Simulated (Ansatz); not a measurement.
Computed with PBE (plane waves to 420 eV, PAW; Ansatz, a first-principles code).

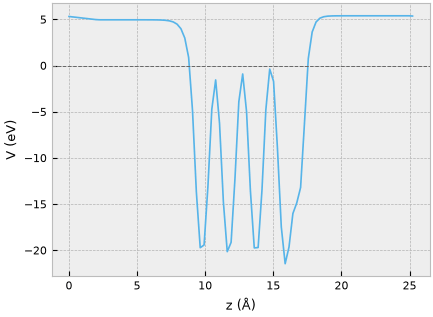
Figure: Planar average of the electrostatic potential across the slab, in eV from the Fermi level, for C on the 1x1 (0001) surface of hcp Co, ferromagnetic, one in a 1x1 cell, started at the site 'bridge Co-Co (span 2.5 Å)'

Model: 5-atom slab, 6.0 Å thick at the start under the adsorbate (thin: gaps and levels are the slab's own), 14x14x1 mesh, Fermi-Dirac 0.1 eV, dipole correction, 2 atoms held, the rest relaxed; start symmetry kept, larger cells not searched; spin-polarised, no spin-orbit, no U, no dispersion correction. At the end it is bonded to 3 Co. In PBE it is, or lies within 0.03 eV of, the lowest of the starts that converged.

The vacuum level lies 5.38 eV above the Fermi level over the top face and 4.95 eV above it under the bottom face.
